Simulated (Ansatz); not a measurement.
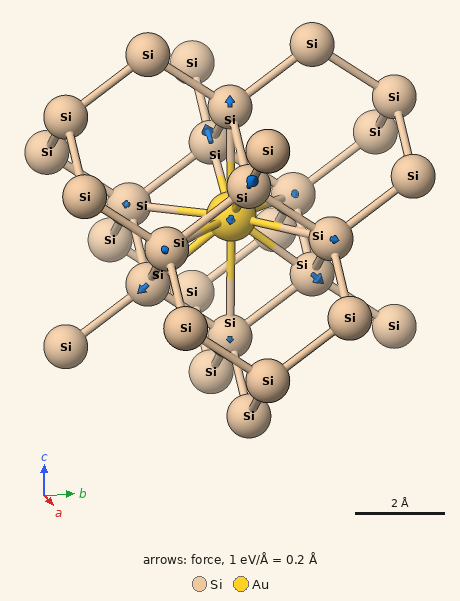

Starting geometry of a defect cell of composition Si16Au (cell charge +1) with the computed forces as blue arrows. Style: ball-and-stick. Shown: the atoms within 5.0 Å of the atom that moves most (axes of the conventional cell (2 times the calculation's cell) (origin shifted)), slightly off an axis. Lengths and directions refer to the drawn axes.

Case: Au interstitial, charge +1, atoms relaxed.

All numbers below come from Ansatz, DFT LDA, scalar-relativistic, plane waves, PAW. Settings: plane-wave cutoff 420 eV; k-point mesh 3 × 3 × 3; occupations gaussian; smearing width 0.02 eV; no spin polarisation; atoms relaxed in a fixed cell; force threshold 0.02 eV/Å; at most 60 steps.

Question: What follows when this structure is relaxed?

Answer: It isn't relaxed: the largest force vector, on a Si atom, is 3.60 eV/Å. The final displacements have little in common with the starting forces (cosine between the two patterns 0.14). The energy falls by 1.142 eV per cell of the calculation in 13 accepted moves (14 points after the start). The largest force component goes from 2.2 to 0.017 eV/Å. The line search rejected the trial step at point 12 of the run. The largest move is that of the Au atom, 1.01 Å along [0 2 1]. Largest moves by element: Au 1.01 Å, Si 0.47 Å. The lattice vectors keep their values. Among the contacts that change: Au–Si 4.581 → 3.141 Å, Au–Si 2.702 → 3.476 Å, Au–Si 2.742 → 3.513 Å, Au–Si 2.439 → 3.135 Å. Among the angles between lasting bonds that change: Si–Au–Si 129.2° → 179.9°, Si–Si–Au 177.0° → 141.1°, Si–Si–Au 177.5° → 145.3°. Cost: 120 s on 4 threads of Arm Neoverse V2, on a shared host, peak memory 0.81 GiB.

Limits of the set-up: the periodic images lie only 7.6 Å apart, so the values are limited by the cell's size; the cell is charged, on a uniform background, and energies carry no finite-size correction.
